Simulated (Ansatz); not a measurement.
## Ligand exchange: AlH(CH3)(SH) + GaH(CH3)(SH) → AlH(SH)2 + GaH(CH3)2

Species: AlH(CH3)(SH), singlet; GaH(CH3)(SH), singlet; AlH(SH)2, singlet; GaH(CH3)2, singlet. The partners trade CH3 for SH: Al–CH3 and Ga–SH bonds give way to Al–SH and Ga–CH3.

Shapes, held fixed at every level: PBE0-D4/def2-TZVP. Flexible molecules stand in one conformer, not always the lowest. Programs: Ansatz 0.2.0. Electronic energies: no zero-point or thermal term.

```csv
level,kind,ΔE (kJ/mol),less CCSD(T)/def2-TZVPP
r2SCAN-D4/def2-TZVPP,meta-GGA,+8.4,+4.2
B3LYP-D4/def2-TZVPP,global hybrid,+8.7,+4.5
wB97M-V/def2-TZVPP,range-separated hybrid,+6.8,+2.6
B2PLYP/def2-TZVPP,double hybrid,+7.1,+2.9
MP2/def2-SVP,perturbation theory,+9.1,+4.9
MP2/def2-TZVPP,perturbation theory,+2.8,-1.4
CCSD/def2-TZVPP,coupled cluster or CI,+3.9,-0.3
CCSD(T)/def2-TZVPP,coupled cluster or CI,+4.2,0.0
```

The highest level, CCSD(T)/def2-TZVPP, gives ΔE = +4.2 kJ/mol; the levels span +2.8 to +9.1. The column of differences is taken from that level and isn't an error. No measured value is set beside it here. Relativity is left out for Ga. Outer-core shells of Ga are correlated in most correlated rows, in sets that cover them unevenly.

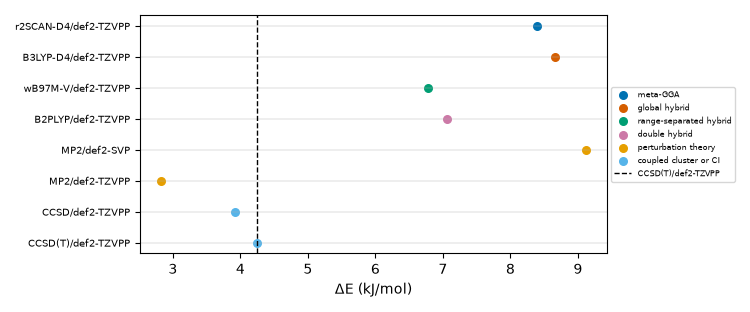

The values of the table, level by level.
